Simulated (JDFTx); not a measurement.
Ru(1 0 -1 0) slab cut from bulk Ru (space group P6_3/mmc, indices of the conventional cell, lattice of the Materials Project entry mp-33, not re-optimised): 6 atoms in 6 planes, a 1x1 cell of 11.56 Å² (|a| = 2.708, |b| = 4.268 Å), 5.3 Å between the outermost planes, cell height 21.5 Å, 8×6×1 k mesh, Fermi smearing 0.01 Ha, no spin polarisation.

All numbers are PBE, GBRV ultrasoft potentials, plane waves to 20/100 Ha results from a modified build of JDFTx, not measurements. Liquid on both sides: CANDLE, acetonitrile, 1 M NaCl; nuclei fixed. Potentials are on the SHE scale by the convention U = −μ/e − 4.44 V; references calibrated for a solvation model differ from this value. In this non-aqueous liquid the SHE scale is nominal.

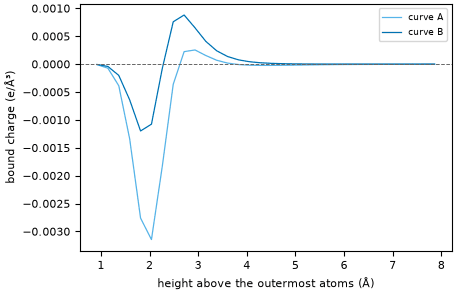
*Plane-averaged bound charge of the liquid for two states of the electrode*

Question: One curve is the neutral slab. Which, and what is the sign of the other's charge?

Answer: Curve B is neutral (potential of zero charge, 0.15 V). Curve A is positively charged, 3.4 μC/cm² at 0.45 V.
